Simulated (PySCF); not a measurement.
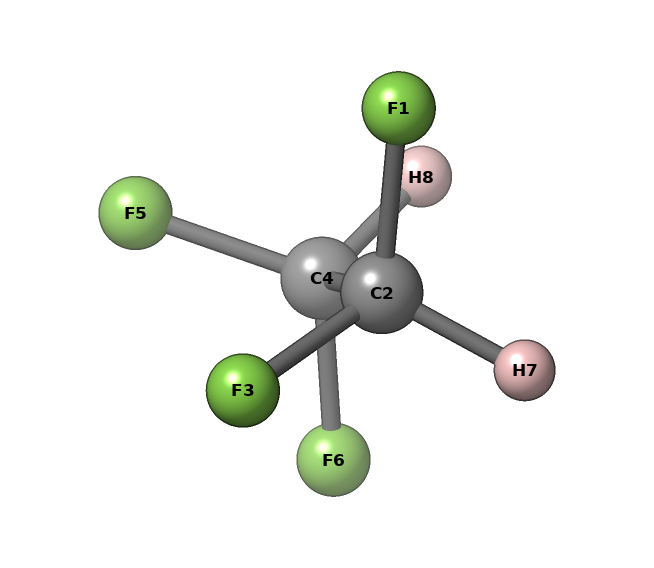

C4 lies behind C2. The molecule seen a little off the C2–C4 bond, C2 in front. Depth is shown by fading: the farther an atom, the more it takes the colour of the background. The geometry was computed by an optimisation with PBE0-D3(BJ)/def2-SVP. No frequency run is at hand to confirm it as a minimum.

**What is the torsion angle F1–C2–C4–F5? The sign is positive where the front bond must turn clockwise to cover the back bond.**

−70°, synclinal (gauche). The bonds about C2–C4 are staggered.
